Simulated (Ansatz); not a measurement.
The calculation's input:

```
crystal:
  periodic: [false, false, false]
  atoms:
    - {symbol: Si, position_ang: [-0.650665, -0.391317, 0.322067]}
    - {symbol: N, position_ang: [0.885494, -0.688718, 1.360419]}
    - {symbol: H, position_ang: [-1.774105, 0.173745, 1.117483]}
    - {symbol: H, position_ang: [-1.086866, -1.847239, 0.274807]}
    - {symbol: Si, position_ang: [-0.301842, 0.159646, -1.917097]}
    - {symbol: H, position_ang: [0.953411, 0.498849, 1.311390]}
    - {symbol: O, position_ang: [0.354593, 1.424469, 0.615936]}
    - {symbol: H, position_ang: [1.626806, -1.190960, 0.886971]}
    - {symbol: H, position_ang: [0.708103, -1.131559, 2.253316]}
    - {symbol: H, position_ang: [-0.902742, -0.821085, -2.866928]}
    - {symbol: H, position_ang: [1.169731, 0.170246, -2.159159]}
    - {symbol: H, position_ang: [-0.841767, 1.509031, -2.226932]}
    - {symbol: H, position_ang: [-0.140351, 2.134893, 1.027627]}
basis:
  gaussian: {orbitals: def2-TZVPP}
hamiltonian: {xc: pbe0, dispersion: d4}
output: {orbitals: {seedname: orbitals}}
```

Command:

```sh
ansatz run in.yaml --threads 8 --pin off --events-out ev --progress --plain --max-ram 19148MiB
```

A transition-state structure; geometry: PBE0-D4/def2-TZVP.

Method: Ansatz, RKS PBE0-D4/def2-TZVPP.

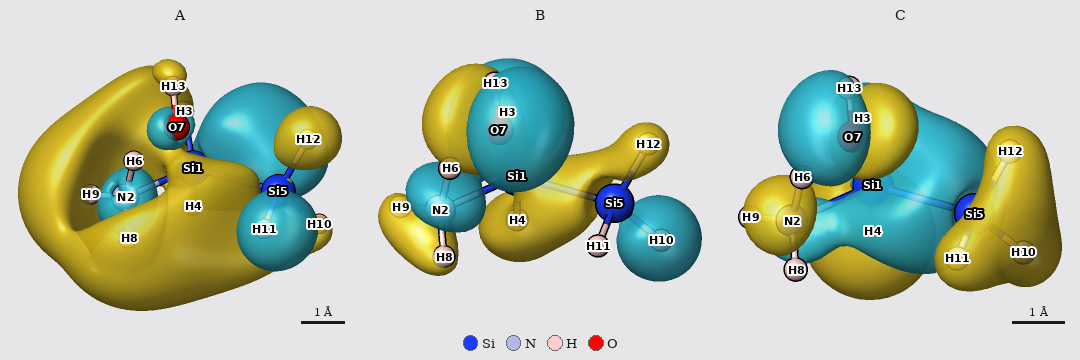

H₈NSi₂···OH. Three frontier orbitals at ±0.06 Å⁻³ᐟ² (yellow and cyan are the two phases), in no order.

Question: Which picture is the HOMO−1, the HOMO and the LUMO?

Answer: B is the HOMO−1 (−7.94 eV). By Hirshfeld shares it lies mainly on O7 (about 55 %), Si1 (about 10 %) and H3 (about 10 %). C is the HOMO (−6.84 eV). By Hirshfeld shares it lies mainly on Si1 (about 25 %), O7 (about 25 %), H4 (about 20 %) and Si5 (about 20 %). A is the LUMO (−0.29 eV). By Hirshfeld shares it lies mainly on Si1 (about 30 %), Si5 (about 20 %), H9 (about 10 %), N2 (about 10 %) and H8 (about 10 %).

Question: What is the HOMO–LUMO gap?

Answer: 6.55 eV between the orbital energies.
